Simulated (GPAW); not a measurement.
Consider ZnNi3C (Pm-3m).

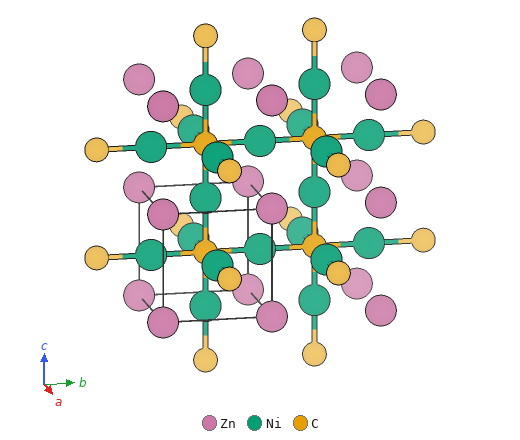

The structure (zinc pink, nickel teal, carbon orange). 1×2×2 cells are drawn. Some periodic images of atoms are drawn too.

```xyz
5
Lattice="3.7663 0.0000 0.0000 0.0000 3.7663 0.0000 0.0000 0.0000 3.7663" Properties=species:S:1:pos:R:3 pbc="T T T"
Zn    0.0000    0.0000    0.0000
Ni    1.8831    0.0000    1.8831
Ni    1.8831    1.8831    0.0000
Ni    0.0000    1.8831    1.8831
C     1.8831    1.8831    1.8831
```

Absorber: atom 1, with 12 Ni at 2.66 Å (cuboctahedral, site symmetry m-3m). Method: GPAW, LDA, excited-electron core hole (neutral cell), 10-atom cell with 5.3 Å between holes, 7×7×7 k points, dipole transitions, Gaussian full width 1.67 eV up to 4 eV, rising linearly to 3.5 eV at 25 eV.

What does the Zn K edge look like?

Main maxima up to 30 eV above the zero (height): 3.8 eV (1.92) and 15.2 eV (1.82). A K edge sees empty p states on the absorber. The total-energy difference is 9640.67 eV. The tabulated edge of the element is 9659 eV. The functional leaves an error in such absolute values: in the free atom LDA prices this hole 19.1 eV below PBE (computed apart), and PBE is itself good to a few eV.

The Zn K spectrum (energy from the lowest empty level; intensity scaled to a mean of 1 over the first 20 eV):

```tsv
E (eV)	intensity
-2.0	0.00
-0.5	0.04
1.0	0.24
2.5	1.03
4.0	1.87
5.5	0.89
7.0	0.33
8.5	0.41
10.0	0.59
11.5	0.78
13.0	1.25
14.5	1.74
16.0	1.74
17.5	1.29
19.0	0.96
20.5	0.75
22.0	0.57
23.5	0.53
25.0	0.50
26.5	0.45
28.0	0.45
29.5	0.50
31.0	0.55
```

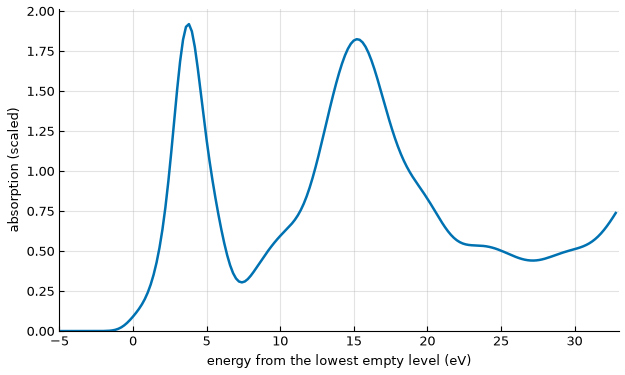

The Zn K edge.

The hole lies in one spin channel, while the script sums the empty states of both and takes the lower zero; where the two channels are split, this blurs and shifts the curve. The script folds with a Gaussian, whereas the core hole's own line is a Lorentzian, so the onset is too steep and the first peak too high. The starting moments shrank to 0.00 μB or less, so this is hardly a magnetic state. The holes are only 5.3 Å apart, so the shape is probably not converged with cell size; no larger cell was run here. Lifetime broadening is put in by hand, and intensities beyond about 20 eV depend on it and on the partial waves; weight that the partial waves miss at high energy is lost. The structure is a computed Materials Project entry and may be a hypothetical form.

[Banner, clock and machine lines of the logs are left out without a mark of their own.]

[Logs are printed without paths, hosts, clocks, repeated set-up lines and the standing remarks that a program may print on its own settings, such as how far it seeks lower states.]

[Hosts, paths, dates, database ids (printed as entryN), source tags and the programs' standing remarks are cut or masked in the printed files.]

[Lists of maxima count a maximum above −3 eV only where it reaches 4 % of the highest in the window and stands out from its surroundings by 2 % of it (1.5 % where it reaches 55 %); shoulders and weaker maxima are passed over, and of the rest the first, up to two pre-edge ones and the few strongest are named.]
